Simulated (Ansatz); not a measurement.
The figure comes from a scan of AlN (wurtzite): one Al atom of a 4-atom cell moves by u along (0.71, 0.71, 0.00) and v along (0.00, 0.00, 1.00). Computed with PBE (plane waves to 420 eV, PAW, scalar-relativistic; Ansatz, a quantum-chemistry and plane-wave program). k mesh 10×10×6 (Γ-centred), Fermi-Dirac smearing 0.05 eV. Energies are smeared free energies. Points where atoms come too close for the PAW data are left out (x in tables, blank in figures). AlN was relaxed with its symmetry unable to fall. ΔE is measured from the undisplaced structure. Axes are in Å.

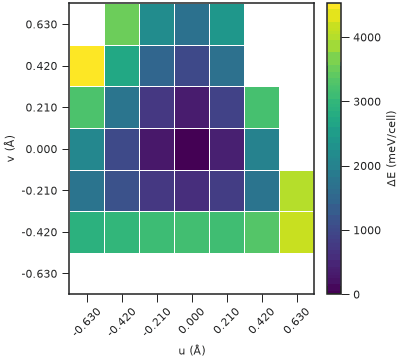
*ΔE (meV/cell), one tile a computed point.*

Q: List the plotted points as numbers.

A: To the nearest 500:

ΔE (meV/cell), with u across and v down:

```
v \ u   -0.630  -0.420  -0.210  0.000  0.210  0.420  0.630
------  ------  ------  ------  -----  -----  -----  -----
-0.630       x       x       x      x      x      x      x
-0.420    3000    3000    3000   3000   3000   3500   4000
-0.210    1500    1000     500    500   1000   1500   4000
0.000     2000    1000     500      0    500   2000      x
0.210     3000    2000     500    500   1000   3000      x
0.420     4500    2500    1500   1000   1500      x      x
0.630        x    3500    2000   1500   2500      x      x
```

(For displaced atoms, the force is minus the slope of the energy, and its curvature is a force constant, which sets phonon frequencies.)
